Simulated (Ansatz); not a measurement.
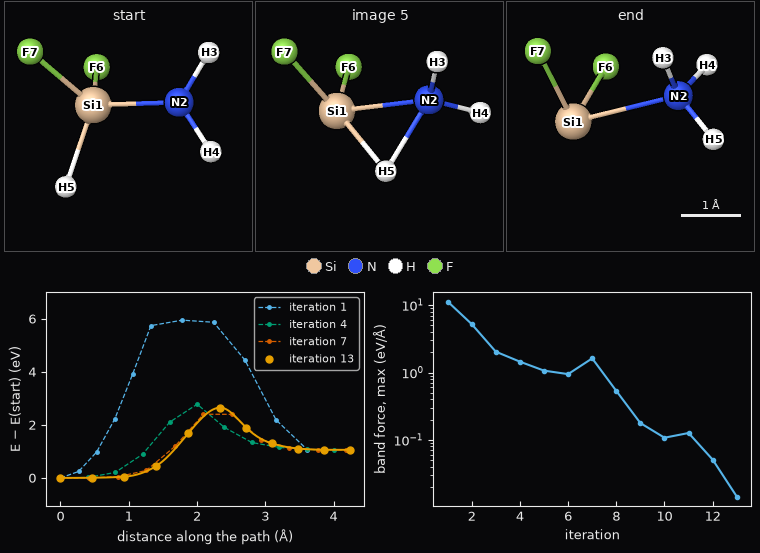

A nudged-elastic-band calculation for SiNH3F2. Images are numbered from 0 (start) to 10 (end). The plot follows the band through its iterations. The picture is a ball-and-stick view, seen at a tilt.

These are results of Ansatz 0.2.0, RKS LDA/def2-SVP, not measurements. Settings: 9 movable images; climbing image; force threshold 0.05 eV/Å; iteration limit 60; spring constant 50.0 eV/Å²; starting path through a guess of the saddle point.

Q: Judge this run.

A: The run is converged, with reservations. The band converged in 13 iterations. The largest component of the band force went from 11 to 0.014 eV/Å. The climbing image converged on the top of the path. Its curvatures weren't checked. The spring constant is far from the usual few eV/Å², which spoils the spacing or the steps. The first iteration put the highest image at 5.95 eV. The energy climbs by 2.65 eV to image 5 and then falls by 1.59 eV, so the end point sits at +1.06 eV.
